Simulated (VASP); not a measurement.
Band structure of MoSe₂ (2H layered). These are RPBE GGA, VASP's PBE PAW potentials (set 64) (plane waves; VASP 6.6.1) values and carry that method's errors.

Without a dispersion term in the relaxation, distances and binding between the weakly bound layers, chains or molecules are unreliable, and so is what depends on them.

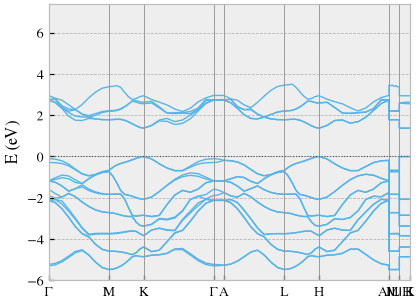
*Bands along high-symmetry lines, zero at the valence-band maximum or, without a gap, the Fermi level*

Read the plot: is there a gap, and where are the band edges?

The gap is direct, 1.37 eV, from the valence maximum at K to the conduction minimum at K. (Edges off the drawn lines would not show.)

Measured: gap 1.09 eV (computed value off by +0.28 eV), as given by Li et al., (2013), arXiv:1302.0733.

The compound is MoSe2 in the 2H layered structure. It was relaxed first, which changed the volume by +36 %.
